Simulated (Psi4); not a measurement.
# One shape, several levels: quartet Si2NH6

Aim: a comparison of 3 runs (U-r2SCAN/cc-pVDZ, UB3LYP/cc-pVDZ, UM06-L/cc-pVDZ) of quartet Si2NH6. 

Program for the calculation: Psi4 1.11.

2 further runs of the same task are left out: 2 set aside as unsound or not needed. Runs told in other sessions of the task aren't counted.

## (1) The system as given

The species is Si2NH6 (9 atoms), meant as a quartet with charge 0. As SMILES of the parent species, `[SiH2]N[SiH3]`. The coordinates come from a PBE0-D4/def2-TZVP relaxation. This is one conformer, not always the lowest. That shape belongs to the parent species and isn't relaxed for this state.

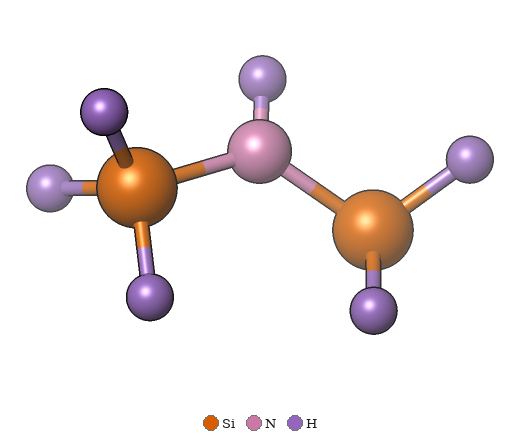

The structure, seen from a chosen angle (silicon orange, nitrogen pink, hydrogen purple).

## (2) Energy and gradient at U-r2SCAN/cc-pVDZ (run 1)

job.inp

```
memory 2200 MB

molecule {
  0 4
  Si
  N 1 r2
  Si 2 r3 1 a3
  H 1 r4 2 a4 3 d4
  H 1 r5 4 a5 2 d5
  H 2 r6 1 a6 4 d6
  H 3 r7 2 a7 6 d7
  H 3 r8 7 a8 2 d8
  H 3 r9 8 a9 7 d9

  r2 = 1.729579
  r3 = 1.730569
  a3 = 128.06397
  r4 = 1.490996
  a4 = 107.66373
  d4 = -30.47035
  r5 = 1.49446
  a5 = 110.67364
  d5 = 118.70779
  r6 = 1.011092
  a6 = 115.06975
  d6 = 159.24056
  r7 = 1.487678
  a7 = 111.05196
  d7 = -62.8155
  r8 = 1.483312
  a8 = 109.7886
  d8 = 118.0655
  r9 = 1.488286
  a9 = 109.51032
  d9 = -117.82574
  units angstrom
  symmetry c1
}

set {
  basis                cc-pVDZ
  reference            uks
  puream               true
  e_convergence        1e-09
  d_convergence        1e-08
  scf_type             pk
  dft_radial_points    99
  dft_spherical_points 590
  maxiter              100
}

energy_value, wavefunction = gradient("r2scan", return_wfn=True)
oeprop(wavefunction, "MULLIKEN_CHARGES", "DIPOLE", "MAYER_INDICES")
print_variables()
```

The run is started by

```bash
$ psi4 job.inp job.out -n 1
```

job.out:

```text
[...]
  Running in c1 symmetry.
[...]
  Nuclear repulsion =  147.533664529190872
[...]
  Multiplicity = 4
[...]
  Nalpha       = 22
  Nbeta        = 19
[...]
    Number of basis functions: 80
[...]
   @UKS iter   1:  -636.67539391955438    1.13417e-01   9.75885e-03 ADIIS/DIIS
[...]
   @UKS iter  16:  -637.00347177773119   -7.50333e-12   9.57939e-09 DIIS
[...]
   @S^2 Observed:                3.761095226E+00
[...]
  @UKS Final Energy:  -637.00347177773119
   => Energetics <=
    Nuclear Repulsion Energy =            147.5336645291908724
    One-Electron Energy =               -1172.4524507037976946
    Two-Electron Energy =                 438.7786170859976664
    DFT Exchange-Correlation Energy =     -50.8633026891220439
    Empirical Dispersion Energy =           0.0000000000000000
    VV10 Nonlocal Energy =                  0.0000000000000000
    Total Energy =                       -637.0034717777311926
  UHF NO Occupations:
  HONO-2 :   20  A 1.0000000
  HONO-1 :   21  A 1.0000000
[...]
  -Total Gradient:
     Atom            X                  Y                   Z
    ------   -----------------  -----------------  -----------------
       1        0.001273059789     0.000807554351     0.101888786542
       2        0.000958785962    -0.008256575097    -0.036321540365
       3       -0.009296671711     0.056279260168    -0.036886718653
       4        0.000592910470     0.001970512344    -0.002168230185
       5       -0.001538942277    -0.002152925992    -0.004349248752
       6        0.004705883527    -0.036153867931    -0.020788612647
       7       -0.003322122440    -0.004126544749    -0.004612872044
       8        0.000017452290    -0.002156269505     0.005948108761
       9        0.006793612922    -0.006233589375    -0.002674773780
[...]
 Multipole Moments:
 ------------------------------------------------------------------------------------
     Multipole            Electronic (a.u.)      Nuclear  (a.u.)        Total (a.u.)
 ------------------------------------------------------------------------------------
 L = 1.  Multiply by 2.5417464519 to convert [e a0] to [Debye]
 Dipole X            :         -1.1526616            1.1036182           -0.0490434
 Dipole Y            :          1.2169206           -0.9848027            0.2321179
 Dipole Z            :         -1.0602939            1.4950531            0.4347592
 Magnitude           :                                                    0.4952772
[...]
  Mulliken Charges: (a.u.)
   Center  Symbol    Alpha    Beta     Spin     Total
       1    SI     7.69045  6.30393  1.38652  0.00562
       2     N     3.87892  3.11126  0.76766  0.00981
       3    SI     7.26695  6.74643  0.52053 -0.01338
       4     H     0.50565  0.51351 -0.00786 -0.01916
       5     H     0.51250  0.51026  0.00225 -0.02276
       6     H     0.57297  0.41089  0.16208  0.01614
       7     H     0.53252  0.45048  0.08204  0.01700
       8     H     0.49618  0.52721 -0.03103 -0.02338
       9     H     0.54385  0.42604  0.11781  0.03011
   Total alpha = 22.00000, Total beta = 19.00000, Total charge =  0.00000
[...]
```

It took 70 s on 1 thread of Intel Xeon 6975P-C (Granite Rapids), shared host; peak memory 1.3 GiB.

## (3) Energy and forces at UB3LYP/cc-pVDZ (run 2)

calc.in

```
memory 2200 MB

molecule m {
  0 4
  Si    -1.200900     0.925300    -0.948400
  N      0.196900     0.625800     0.025200
  Si     0.611700    -0.820500     0.880200
  H     -1.616500    -0.372000    -1.554500
  H     -0.842900     1.913400    -2.010900
  H      0.764100     1.439300     0.222200
  H      1.982600    -1.276500     0.525400
  H     -0.378200    -1.853400     0.488500
  H      0.571600    -0.627700     2.355400
  symmetry c1
}

set {
  basis                cc-pVDZ
  reference            uks
  puream               true
  e_convergence        1e-09
  d_convergence        1e-08
  scf_type             pk
  dft_radial_points    99
  dft_spherical_points 590
  maxiter              100
}

result, w = gradient("b3lyp", return_wfn=True)
oeprop(w, "MAYER_INDICES", "WIBERG_LOWDIN_INDICES", "LOWDIN_CHARGES", title="B3LYP")
```

The run is started by

```bash
$ psi4 -n 1 calc.in calc.out
```

calc.out (excerpt; [...] marks lines left out):

```text
[...]
  Running in c1 symmetry.
[...]
  Nuclear repulsion =  147.533691464414403
[...]
  Multiplicity = 4
[...]
  Nalpha       = 22
  Nbeta        = 19
[...]
    Number of basis functions: 80
[...]
   @UKS iter   1:  -636.81404573282998    6.36675e-02   9.53141e-03 DIIS/ADIIS
[...]
   @UKS iter  16:  -637.12629532928804   -3.97904e-12   4.14991e-09 DIIS
[...]
   @S^2 Observed:                3.756326224E+00
[...]
    Orbital Energies [Eh]
    ---------------------
    Alpha Occupied:
       1A    -66.167419     2A    -66.164659     3A    -14.413494
       4A     -5.314797     5A     -5.311465     6A     -3.674740
       7A     -3.672959     8A     -3.672904     9A     -3.671844
      10A     -3.670070    11A     -3.667122    12A     -0.951553
      13A     -0.598513    14A     -0.585661    15A     -0.486243
      16A     -0.448722    17A     -0.426211    18A     -0.365615
      19A     -0.362197    20A     -0.349896    21A     -0.218037
      22A     -0.064874
    Alpha Virtual:
      23A      0.030220    24A      0.036518    25A      0.043194
[...]
  @UKS Final Energy:  -637.12629532928804
   => Energetics <=
    Nuclear Repulsion Energy =            147.5336914644144031
    One-Electron Energy =               -1172.4093302690689598
    Two-Electron Energy =                 428.8581689732884570
    DFT Exchange-Correlation Energy =     -41.1088254979220196
    Empirical Dispersion Energy =           0.0000000000000000
    VV10 Nonlocal Energy =                  0.0000000000000000
    Total Energy =                       -637.1262953292880411
  UHF NO Occupations:
  HONO-2 :   20  A 1.0000000
  HONO-1 :   21  A 1.0000000
[...]
 Multipole Moments:
[...]
  -Total Gradient:
     Atom            X                  Y                   Z
    ------   -----------------  -----------------  -----------------
       1        0.083749243997    -0.018148326057     0.057760906302
       2       -0.032223141399    -0.002604371300    -0.019876032608
       3       -0.015899367540     0.064322472292    -0.025079609257
       4       -0.000698847150     0.001520407449    -0.001917935207
       5       -0.004545779661    -0.000472188311    -0.000947761341
       6       -0.026847358456    -0.032706014630    -0.008529558937
       7       -0.005408284047    -0.002157035520     0.000978994901
       8        0.002337664655    -0.002559396347     0.002212095391
       9       -0.000463543414    -0.007194326221    -0.004604765062
[...]
```

It took 38 s on 1 thread of Intel Xeon 6975P-C (Granite Rapids), shared host; peak memory 1.4 GiB.

## (4) Energy and gradient at UM06-L/cc-pVDZ (run 3)

h6nsi2.in

```
memory 2200 MB

molecule {
  0 4
  Si    -2.26937210     1.74856358    -1.79221626
  N      0.37208707     1.18259061     0.04762110
  Si     1.15594547    -1.55052029     1.66333693
  H     -3.05474228    -0.70297812    -2.93757926
  H     -1.59285015     3.61580197    -3.80005026
  H      1.44393973     2.71988281     0.41989714
  H      3.74657101    -2.41223540     0.99286211
  H     -0.71469442    -3.50241840     0.92313121
  H      1.08016745    -1.18618109     4.45106091
  units bohr
  symmetry c1
  no_reorient
  no_com
}

set basis cc-pVDZ
set reference uks
set puream true
set e_convergence 1e-09
set d_convergence 1e-08
set scf_type pk
set dft_radial_points 99
set dft_spherical_points 590
set maxiter 100

energy_value, wavefunction = gradient("m06-l", return_wfn=True)
oeprop(wavefunction, "WIBERG_LOWDIN_INDICES", "MULLIKEN_CHARGES", "QUADRUPOLE")
print_variables()
```

The run is started by

```bash
$ psi4 h6nsi2.in h6nsi2.out -n 1
```

h6nsi2.out (excerpt; [...] marks lines left out):

```text
[...]
  Running in c1 symmetry.
[...]
  Nuclear repulsion =  147.533691585617134
[...]
  Multiplicity = 4
[...]
  Nalpha       = 22
  Nbeta        = 19
[...]
    Number of basis functions: 80
[...]
   @UKS iter   1:  -636.75685625039659    6.49443e-02   9.56191e-03 ADIIS/DIIS
[...]
   @UKS iter  16:  -637.07268546452667   -7.95808e-13   5.94194e-09 DIIS
[...]
   @S^2 Observed:                3.758864917E+00
[...]
  @UKS Final Energy:  -637.07268546452667
   => Energetics <=
    Nuclear Repulsion Energy =            147.5336915856171345
    One-Electron Energy =               -1172.5653585788390956
    Two-Electron Energy =                 438.9203677287881078
    DFT Exchange-Correlation Energy =     -50.9613862000927824
    Empirical Dispersion Energy =           0.0000000000000000
    VV10 Nonlocal Energy =                  0.0000000000000000
    Total Energy =                       -637.0726854645266712
  UHF NO Occupations:
  HONO-2 :   20  A 1.0000000
  HONO-1 :   21  A 1.0000000
[...]
  -Total Gradient:
     Atom            X                  Y                   Z
    ------   -----------------  -----------------  -----------------
       1        0.084542523424    -0.018130443672     0.057039889083
       2       -0.035204343603    -0.004525491591    -0.020038404922
       3       -0.014718237976     0.063809338042    -0.024317794611
       4       -0.001731619072     0.001046580673    -0.002567526835
       5       -0.005205767737     0.000512654909    -0.001628402522
       6       -0.024035349859    -0.029389015749    -0.007783270615
       7       -0.004985197359    -0.002723007806     0.000485553249
       8        0.002277662078    -0.003534716661     0.002592522955
       9       -0.000998813811    -0.007253432131    -0.003805412022
[...]
 Multipole Moments:
 ------------------------------------------------------------------------------------
[...]
```

It took 68 s on 1 thread of Intel Xeon 6975P-C (Granite Rapids), shared host; peak memory 1.3 GiB.

## (5) Overview of the runs

```
run             level  energy (Eh)  dipole moment (D)  HOMO energy (eV)   ⟨S²⟩  wall time
  1  U-r2SCAN/cc-pVDZ  -637.003472               1.26             -1.57  3.761       70 s
  2    UB3LYP/cc-pVDZ  -637.126295               1.13             -1.77  3.756       38 s
  3    UM06-L/cc-pVDZ  -637.072685               1.46             -1.36  3.759       68 s
```

## (6) What came out

```
                                 quantity          value
                      run 3: total energy  -637.07269 Eh
                     run 3: dipole moment         1.46 D
run 3: HOMO energy (highest over α and β)       -1.36 eV
                              run 3: ⟨S²⟩          3.759
          run 3: largest force on an atom     5.327 eV/Å
```

**Reading.** The dipole moment (its size) runs from 1.13 D (UB3LYP/cc-pVDZ) to 1.46 D (UM06-L/cc-pVDZ). Totals of different functionals can't be ranked against each other. All runs together took 2.9 min, the longest 70 s.
